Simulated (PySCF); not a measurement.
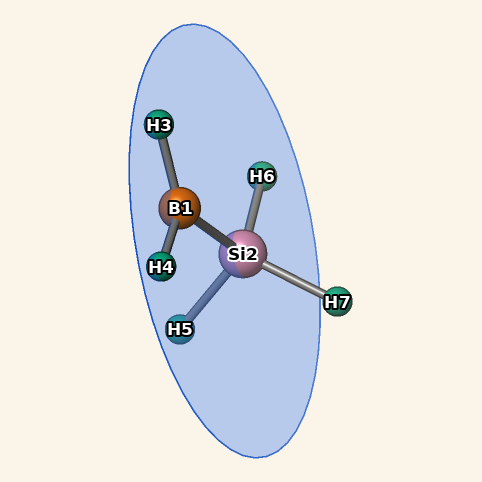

A disc through the centre of mass is drawn in. Depth is shown by fading: the farther an atom, the more it takes the colour of the background. The computed structure is the end point of a PBE0-D3(BJ)/def2-SVP optimisation. No frequency run is at hand to confirm it as a minimum.

Is the plane of the disc a mirror plane of the structure?

Yes. The reflection leaves B1, Si2, H3, H4, H6 in place and moves H5 ↔ H7. The point group is Cs.
